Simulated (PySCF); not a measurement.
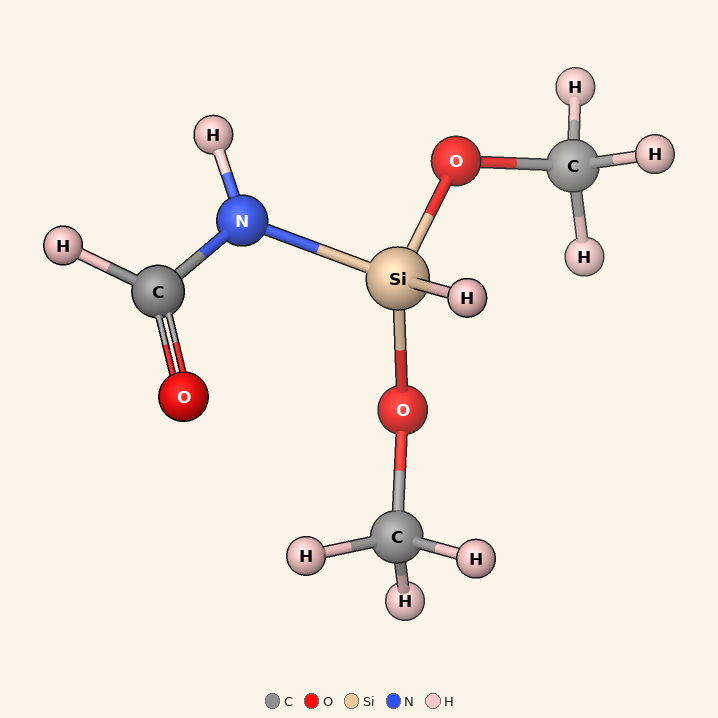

Orthographic view. Depth is shown by fading: the farther an atom, the more it takes the colour of the background. The geometry was computed by an optimisation with PBE0-D3(BJ)/def2-SVP. No frequency run is at hand to confirm it as a minimum.

Give the standard InChI.

Answer. InChI=1S/C3H9NO3Si/c1-6-8(7-2)4-3-5/h3,8H,1-2H3,(H,4,5)
